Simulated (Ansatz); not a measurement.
# CH7AlO: what the fields show

```xyz
10

Al   -0.7690    0.3019   -0.4416
O     1.0817    1.0676   -0.8213
H    -0.9233   -0.3665   -1.8957
H    -1.6255    1.6150   -0.1440
H     1.7512    0.7096   -0.2281
C    -0.2780   -0.8610    1.0728
H     1.3464    0.8543   -1.7229
H     0.4562   -1.6300    0.8077
H     0.1183   -0.2964    1.9247
H    -1.1580   -1.3946    1.4484
```

The product side of a reaction path; geometry: PBE0-D4/def2-TZVP.

Level of theory: RKS PBE0-D4/def2-TZVPP (Ansatz 0.2.0).

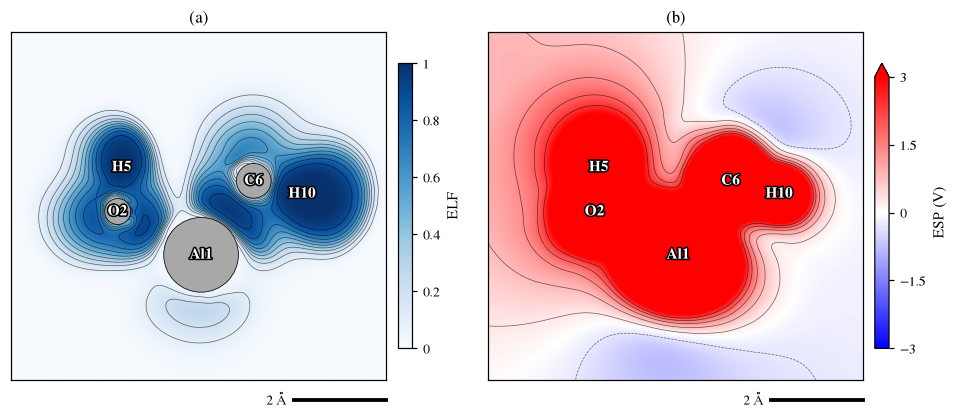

Figure 1. (a) ELF; (b) molecular electrostatic potential on the plane of atoms Al1, O2 and H5. Grey discs cover the atomic cores in the ELF map.

Describe what can be read from this map.

The section cuts through Al, O, H and C sites. C–Al (1.97 Å): the ELF peaks at about 0.95 between the atoms: a shared but strongly polarised pair. Al–O (2.04 Å): the ELF peaks at about 0.90 in the valence shell of O, 0.6 Å from its nucleus, and is about 0.50 at the midpoint. O–H (0.96 Å): the ELF climbs to about 1 towards the hydrogen, as it does in any bond to H; a covalent bond by its length. C–H (1.10 Å): the ELF climbs to about 1 towards the hydrogen: a covalent bond by its length. Outside the dense part of the molecule the potential is most negative (−0.8 V) near H4, which lies off the plane.

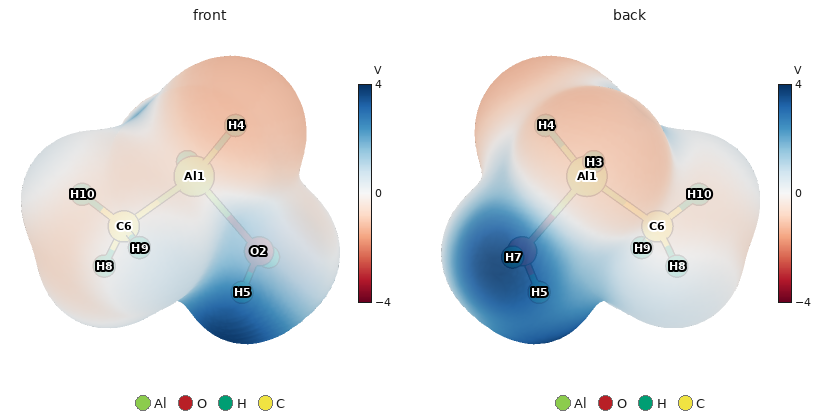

Figure 2. The electrostatic potential painted on the density surface at 0.002 e/bohr³, seen from the front and from behind; red is negative and blue positive.

Which sites attract a positive test charge, and which a negative one?

A positive charge is drawn to the negative regions and a negative charge to the positive ones. The most negative region (about −1.2 V) lies over H4, the most positive (about +3.8 V) over H5 and H7.

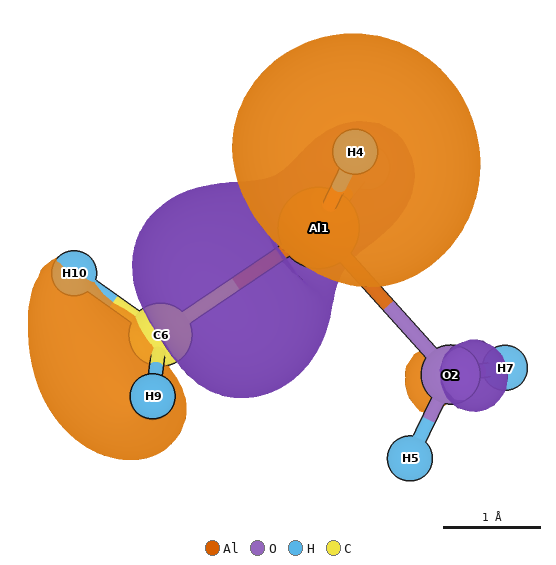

Figure 3. The HOMO at ±0.1 Å⁻³ᐟ² (orange and purple are the two phases), seen across its widest extent.

Where does this orbital lie, and at what energy?

Its weight (Hirshfeld) is mainly on H4 (about 35 %), Al1 (about 30 %) and C6 (about 25 %). Its energy is −7.33 eV.
